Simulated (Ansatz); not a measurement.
Run report: C₂H₇AlFN, frequency calculation

C₂H₇AlFN, computed with SPW92/STO-3G, RKS (Ansatz 0.2.0).

The geometry was optimised with SPW92/STO-3G. Figures and captions count atoms from 1; the log counts them from 0 in places.

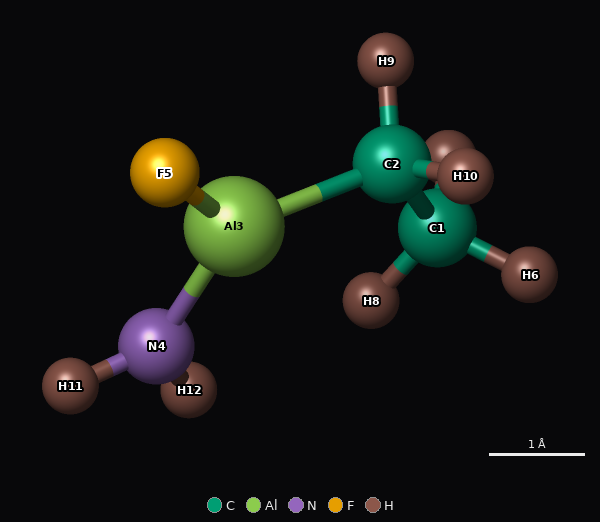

The input geometry (ball-and-stick view, seen at a tilt; atoms are numbered from 1 in the order of the input). Sticks mark near contacts. Bond lengths as drawn: Al–C 1.91 Å, Al–F 1.63 Å, Al–N 1.73 Å, C–C 1.55 Å, C–H 1.10 Å and H–N 1.04 Å.

### The input
```yaml
crystal:
  periodic: [false, false, false]
  atoms:
    - {symbol: C, position_ang: [-0.441339, 0.484689, 1.430415]}
    - {symbol: C, position_ang: [0.721256, 0.796456, 0.447839]}
    - {symbol: Al, position_ang: [0.658047, -0.212611, -1.172078]}
    - {symbol: N, position_ang: [-0.630879, -1.322420, -1.462642]}
    - {symbol: F, position_ang: [1.780423, -0.095793, -2.347720]}
    - {symbol: H, position_ang: [-1.040856, 1.384420, 1.642377]}
    - {symbol: H, position_ang: [-0.062704, 0.112137, 2.395667]}
    - {symbol: H, position_ang: [-1.137594, -0.279323, 1.044172]}
    - {symbol: H, position_ang: [1.680845, 0.618011, 0.959092]}
    - {symbol: H, position_ang: [0.714477, 1.873325, 0.214538]}
    - {symbol: H, position_ang: [-0.747940, -1.911545, -2.309513]}
    - {symbol: H, position_ang: [-1.416639, -1.502345, -0.808148]}
basis:
  gaussian:
    orbitals: STO-3G
hamiltonian:
  xc: {name: SPW92}
phonons: {}
```

Run on 1 thread of Intel Xeon @ 2.50GHz (Skylake/Cascade Lake), 12 GiB of memory available, shared host.

Launched with:
```bash
ansatz run job.yaml --threads 1 --pin off --max-ram 2610MiB --events-out events.jsonl --progress --plain --runs-dir runs
```

### What the program printed
```
Functional definition: SPW92
  name "SPW92"
  exchange = slater_x
  correlation = pw_c
515 factors; integrals over basis functions are off by at most 1.5e-5 eV
mean field evaluation 1: about -12745.7346 eV, gradient 3.3e1 eV
mean field evaluation 2: about -12737.1574 eV, gradient 6.4e1 eV
mean field evaluation 4: about -12749.0540 eV, gradient 3.7e0 eV
mean field evaluation 8: about -12748.9880 eV, gradient 7.4e-2 eV
mean field -12748.98797957 eV, -468.5166666747 hartree, gradient 1.2e-5 eV, S^2 0.000000; 0 other end points of the search recorded, 0 dependent functions left out
the calculation of the forces begins
reference -12748.98800353 eV, -468.5166675553 hartree; 24, 24 occupied and 12, 12 virtual orbitals, 515 factors
these checks for a lower state are left out or cut short: stability, starts, cluster_reference, orbital_swaps, neighbouring_geometries, increment
515 factors; integrals over basis functions are off by at most 1.5e-5 eV
mean field evaluation 16: about -12749.0970 eV, gradient 1.9e-1 eV
mean field -12748.98779020 eV, -468.5166597157 hartree, gradient 2.6e-6 eV, S^2 0.000000; 0 other end points of the search recorded, 0 dependent functions left out
[... from here on the field's lines of each further geometry are left out, up to the last ...]
the calculation of the forces begins
reference -12748.98793319 eV, -468.5166649702 hartree; 24, 24 occupied and 12, 12 virtual orbitals, 515 factors
these checks for a lower state are left out or cut short: stability, starts, cluster_reference, orbital_swaps, neighbouring_geometries, increment
515 factors; integrals over basis functions are off by at most 1.5e-5 eV
mean field -12748.98791002 eV, -468.5166641187 hartree, gradient 9.7e-7 eV, S^2 0.000000; 0 other end points of the search recorded, 0 dependent functions left out
the calculation of the forces begins
reference -12748.98793398 eV, -468.5166649995 hartree; 24, 24 occupied and 12, 12 virtual orbitals, 515 factors
WARN: phonons: modes at or below zero, which the zero-point energy, F, S and C_V leave out: 2, the lowest at -238.57 cm⁻¹. A minimum has none, and a first-order saddle one
Total energy: -12748.98800353 eV, -468.5166675553 hartree
Atom 0 at    -0.441339     0.484689     1.430415 Å, force     0.000029    -0.000090     0.000020 eV/Å
Atom 1 at     0.721256     0.796456     0.447839 Å, force     0.000021     0.000527    -0.000007 eV/Å
Atom 2 at     0.658047    -0.212611    -1.172078 Å, force    -0.000267    -0.000380    -0.000442 eV/Å
Atom 3 at    -0.630879    -1.322420    -1.462642 Å, force    -0.000152     0.000071     0.000005 eV/Å
Atom 4 at     1.780423    -0.095793    -2.347720 Å, force     0.000161     0.000161     0.000344 eV/Å
Atom 5 at    -1.040856     1.384420     1.642377 Å, force     0.000313     0.000116    -0.000063 eV/Å
Atom 6 at    -0.062704     0.112137     2.395667 Å, force    -0.000361    -0.000181    -0.000158 eV/Å
Atom 7 at    -1.137594    -0.279323     1.044172 Å, force     0.000488     0.000014     0.000523 eV/Å
Atom 8 at     1.680845     0.618011     0.959092 Å, force    -0.000060    -0.000243     0.000206 eV/Å
Atom 9 at     0.714477     1.873325     0.214538 Å, force    -0.000222     0.000077    -0.000244 eV/Å
Atom 10 at    -0.747940    -1.911545    -2.309513 Å, force    -0.000001    -0.000048     0.000005 eV/Å
Atom 11 at    -1.416639    -1.502345    -0.808148 Å, force     0.000052    -0.000023    -0.000191 eV/Å
Dipole moment:    -0.144138    -0.117023    -0.023624 e Å
Vibrations: -238.57 -15.24 151.09 212.07 233.95 311.12 366.23 420.67 664.29 721.41 754.33 938.96 1042.85 1049.14 1101.94 1136.28 1334.67 1340.34 1550.39 1651.41 1664.04 1672.11 1738.28 3273.31 3297.71 3398.01 3423.63 3445.04 3653.43 3831.81 cm⁻¹, zero-point energy 2.751116 eV
```

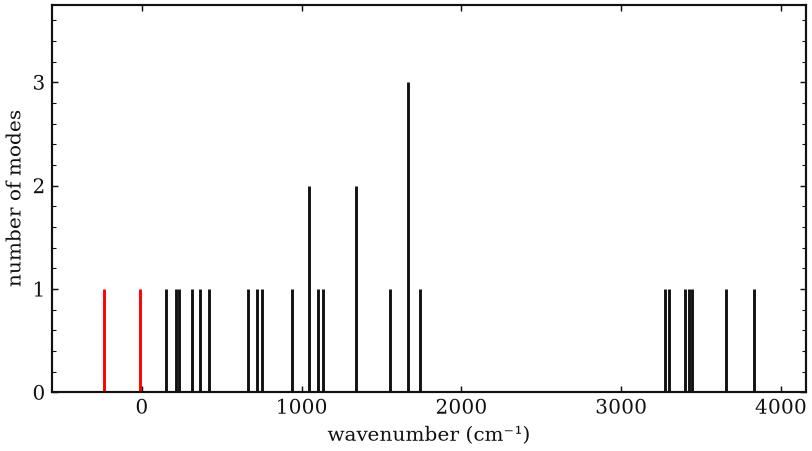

Harmonic vibrational wavenumbers from the force constants; neighbouring modes closer than 19 cm⁻¹ are counted in one stick, and imaginary ones are drawn at negative wavenumbers. 30 modes from 239i to 3832 cm⁻¹, 2 imaginary beyond 8i (239i, 15i cm⁻¹): not a minimum.

### Key numbers

| quantity | value |
| --- | --- |
| outcome | converged |
| total energy | −468.516668 hartree |
| basis functions | 36 |
| largest force | 0.001 eV/Å |
| zero-point energy | 0.101102 hartree |
| dipole moment | 0.90 D |
| wavenumbers, lowest and highest | 239i and 3832 cm⁻¹ |
| wall time | 1.8 min |
| peak memory | 0.12 GiB |
